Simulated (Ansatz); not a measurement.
# Decaying states in the gap of MgTe2H4Cl2, part 3 of 3

Wanted: the relaxed cell of MgTe2H4Cl2, its band edges and its decay constants. It is built by putting Te for O in the MgH4Cl2O2 structure of space group C2/m, with the volume rescaled by atomic radii. The parent structure comes from the Materials Project.

Ansatz 0.2.0; PBEsol DFT, plane waves, PAW files (the session's first sound run).

So far, gap on path (eV): step 3 (the bulk crystal and its band edges) 1.20.

The structure was built from a prototype and need not be the compound's stable phase.

## (6) Complex bands, plane (010), k-mesh 8×8×8

Level of this step: PBEsol DFT, plane waves, PAW files; complex bands by layer matching along the plane's normal (Ansatz).

The same for the (010) plane, at (0, 0) and (0.5, 0), to see how the decay depends on direction.

Contents of input.yaml:

```yaml
crystal:
  lattice:
    - [3.765699654, 0.0, 0.0]
    - [3.441597849, 8.322054403, 0.0]
    - [-0.162050902, 4.161027202, 5.9381055]
  atoms:
    - { symbol: Mg, position: [0.0, 0.0, 0.0] }
    - { symbol: H, position: [0.2367354202, 0.5317333182, 0.7208963599] }
    - { symbol: H, position: [0.4841609397, 0.7473703219, 0.7208963599] }
    - { symbol: H, position: [0.7632645798, 0.4682666818, 0.2791036401] }
    - { symbol: H, position: [0.5158390603, 0.2526296781, 0.2791036401] }
    - { symbol: Cl, position: [0.689012962, 0.8058006906, 0.0] }
    - { symbol: Cl, position: [0.310987038, 0.1941993094, 0.0] }
    - { symbol: Te, position: [0.2651128459, 0.7348871541, 0.5302256918] }
    - { symbol: Te, position: [0.7348871541, 0.2651128459, 0.4697743082] }
kpoints:
  mp_grid: { grid: [8, 8, 8] }
scf:
  occupations: { method: fixed }
hamiltonian:
  xc: pbesol
output:
  eigenvalues: true
  transmission:
    leads: [[0, 0]]
    kpoints: [[0.0, 0.0], [0.5, 0.0]]
    e_range: [-1.0, 2.2]
    de: 0.05
```

Command:

```sh
> ansatz run input.yaml --threads 2 --pin off --max-ram 4096MiB --backend cpu --events-out ev --progress --plain --runs-dir out
```

Numbers of over 12 decimals in the logs are rounded to 6 here.

The program printed:

```text
[...]
Crystal: 9 atoms, lattice volume = 186.090 Å³
Basis set: ecut = 420 eV, 3643 PW (Γ)
Bands: 39, of which v1, the nominal top of the filled ones, is band 30 counted from 1 (29 counted from 0)
Symmetry: 4 space group operations
[...]
k-points: 150 of 512
[...]
SCF iter   1: F=—  HF=-17902.359843 eV  |F-HF|=—  |Δ(HF+E_count)|=         —  Δρ=7.92e-3  dr2=1.74e-1  ethr=1.77e-3  ⟨swp⟩=5.3  Hψ=21149  notcnv=0  defer=963
[...]
SCF iter   7: F=-17902.310784 eV  HF=-17902.310784 eV  |F-HF|=1.05e-7  |Δ(HF+E_count)|=   1.83e-6  Δρ=5.55e-6  dr2=7.90e-8  ethr=1.67e-10  ⟨swp⟩=12.6  Hψ=36126  notcnv=0
SCF 1 converged in 7 iterations: F = -17902.310784 eV  dr2 = 7.90e-8
[...]
transmission: 8 of 16 steps passed
transmission: 16 of 16 steps passed
SCF converged after 7 iterations
Free energy (F): -17902.310784 eV
[...]
Internal energy: -17902.310784 eV  (E = F + TS)
E sigma→0 (E₀):  -17902.310784 eV
Fermi energy:    4.346731 eV
[...]
--- Band table (eV; the first three rows and the last of 150) ---
  k-point 0: bands = [... 26 lower, 1.1706, 1.4538, 3.5687, 4.3467, 5.5495, 6.7229, 7.3060, 7.7851, ... 5 higher]
  k-point 1: bands = [... 26 lower, 1.1414, 1.2931, 3.5494, 4.3417, 5.7801, 6.8608, 7.3081, 7.8271, ... 5 higher]
  k-point 2: bands = [... 26 lower, 0.9341, 1.0643, 3.5090, 4.3280, 6.3370, 7.2263, 7.3822, 7.9290, ... 5 higher]
  k-point 149: bands = [... 26 lower, 0.9952, 1.1788, 1.9094, 2.8347, 5.8942, 6.1934, 6.4937, 6.9256, ... 5 higher]
--- Transmission ---
  basis      : 277 plane waves across, 8 finite elements along
  points     : 2, as listed
[...]
crystal 0  : Mg1Cl2H4Te2, at the sites [0, 0], period 5.9381 Å: whole cells are its period
[...]
channels       : 0.000000e0 a spin
[...]
slowest decay  : 0.1923 /Å at (0.0000, 0.0000)
```

It took 84 s on 2 threads of Intel Xeon Platinum 8488C (Sapphire Rapids), shared host; peak memory 1.1 GiB; 2.8 min of CPU time.

This step gave:

```
free energy                                               : -17902.3108 eV
decay constant at the filling level, zone centre          : 0.1923 Å⁻¹
decay constant at the filling level, slowest listed point : 0.1923 Å⁻¹
```

K parallel (0, 0); values up to 1.5 1/Å, a degenerate pair printed once or twice; energies at which all values exceed this have no row. Table of Im kz of the slowest decaying states by energy, zero at the highest filled level on the SCF mesh:

| energy (eV) | decay 1 (Å⁻¹) | decay 2 (Å⁻¹) | decay 3 (Å⁻¹) | decay 4 (Å⁻¹) |
| --- | --- | --- | --- | --- |
| -1.000 | 0.282 | 0.390 | 0.596 | 0.636 |
| -0.500 | 0.274 | 0.320 | 0.581 | 0.630 |
| 0.000 | 0.0141 | 0.250 | 0.324 | 0.608 |
| 0.500 | 0.205 | 0.388 | 0.580 | 0.618 |
| 1.000 | 0.117 | 0.352 | 0.545 | 0.595 |
| 1.500 | 0.298 | 0.501 | 0.565 | 0.715 |
| 2.000 | 0.206 | 0.440 | 0.523 | 0.719 |

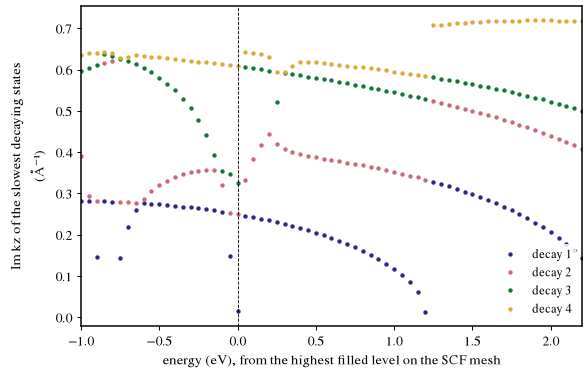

Im kz of the slowest decaying states against energy.

K parallel (0.5, 0); values up to 1.5 1/Å, a degenerate pair printed once or twice; energies at which all values exceed this have no row. Table of Im kz of the slowest decaying states by energy, zero at the highest filled level on the SCF mesh:

| energy (eV) | decay 1 (Å⁻¹) | decay 2 (Å⁻¹) | decay 3 (Å⁻¹) | decay 4 (Å⁻¹) |
| --- | --- | --- | --- | --- |
| -1.0000 | 0.507 | 0.607 | 1.43 | - |
| -0.7500 | 0.510 | 0.609 | 1.40 | - |
| -0.5000 | 0.509 | 0.569 | 0.650 | 1.36 |
| -0.2500 | 0.506 | 0.541 | 0.674 | 1.33 |
| 0.0000 | 0.500 | 0.514 | 0.693 | 1.29 |
| 0.2500 | 0.484 | 0.492 | 0.714 | 1.24 |
| 0.5000 | 0.451 | 0.481 | 0.741 | 1.19 |
| 0.7500 | 0.416 | 0.466 | 0.789 | 1.11 |
| 1.0000 | 0.377 | 0.447 | 0.926 | 0.938 |
| 1.2500 | 0.331 | 0.415 | 0.428 | 0.758 |
| 1.5000 | 0.274 | 0.332 | 0.441 | 0.686 |
| 1.7500 | 0.193 | 0.232 | 0.436 | 0.634 |
| 2.0000 | 0.426 | 0.590 | 1.12 | 1.29 |

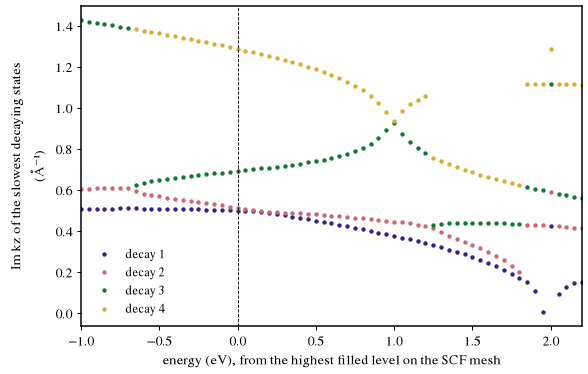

Im kz of the slowest decaying states against energy.

At the listed wavevectors the last open channel is at -0.80 eV and the next at +1.25 eV on the grid, wider than the gap, since narrow bands can fall between grid energies. At +0.60 eV, the grid energy nearest the filling level (the middle of the gap on the SCF mesh), the slowest state at the listed wavevectors decays with κ = 0.192 Å⁻¹, its amplitude falling by e over 5.2 Å; the first such run, plane (100), gave 0.183 Å⁻¹.

## (7) Results

- band gap: 1.20 eV
- least decay constant at mid-gap, normal to (100): 0.183 Å⁻¹
- least decay constant at mid-gap, normal to (010): 0.192 Å⁻¹
- least decay constant on a mesh, normal to (100): 0.183 Å⁻¹

In words: With PBEsol, the slowest decay at the wavevectors tried is κ = 0.183 Å⁻¹, normal to (100). Through such a film the transmission near mid-gap falls as exp(−2κd), a factor of ten every 6.3 Å. The directions tried decay at nearly the same rate. A free electron under a barrier of half the gap would need a mass of 0.21 mₑ to decay at this rate. The compound is made up by substitution; its stability against other phases and against distortions of the cell's symmetry was not tested. A semilocal functional narrows gaps, while spin-orbit coupling, left out here, narrows them in compounds of heavy elements, so the error in κ can go either way.

[Logs are printed without paths, hosts, clocks, repeated set-up lines and the standing remarks that a program may print on its own settings, such as how far it seeks lower states.]

[Hosts, paths, dates, database ids (printed as entryN), source tags and the programs' standing remarks are cut or masked in the printed files.]

[New means built here by substitution; the compound itself may be known and measured.]
